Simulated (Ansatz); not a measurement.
# Does disorder add resistance in series? Re(0001) layers displaced at 500 K

Two lengths of the disordered region are known. What area resistance does the third give?

**Method.** Ansatz 0.2.0, plane waves with PAW datasets at their recommended cutoffs (420 eV for most), Fermi-Dirac smearing; ballistic transmission by layer matching. The area resistance is RA = A (h/2e²)(1/T − 1/N), with T the zone-mean transmission per spin and N the lead's channels, both averaged over a few energies near the Fermi level; for magnets each spin is taken apart, with h/e², and the two conduct in parallel. Lateral cell 2x2, PBE, a fresh random draw for each length. Atoms are displaced independently, by 0.0464 Å r.m.s. per direction; each RA is scaled by the nominal over the drawn mean square displacement.

Results; the value marked ? is to be predicted:

| length (Å) | channels N | RA (fΩ m²) |
| --- | --- | --- |
| 4.46 | 5.280 | 0.0695 |
| 13.4 | 5.280 | 0.187 |
| 22.3 | 5.260 | ? |

**Estimate by hand.**

Ohm's law makes RA linear in the length: the slope is (0.187 − 0.0695)/(13.4 − 4.46) = 0.0132 fΩ m² per Å, or 13 µΩ cm. Then 0.187 + 0.0132 × 8.92. Predicted: 0.305 fΩ m².

What the run gave:

0.335 fΩ m², so the prediction is 9.1 % too low. The three lengths together give 15 µΩ cm. The two increments are 0.12 and 0.15 fΩ m², roughly as Ohm's law has it, though with one draw for each length that is a weak test.

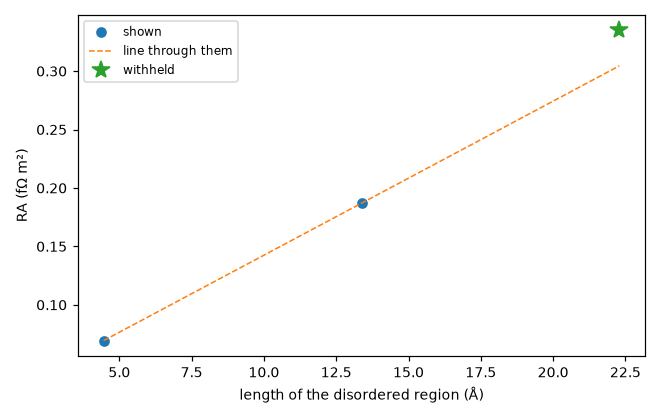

Area resistance against length.

Caveats: The scatterers repeat sideways with the small cell. The slope is a raw one; a model of isotropic scattering puts it 1.08 times the bulk value over these lengths. Spin-orbit coupling is left out, which matters for Re.
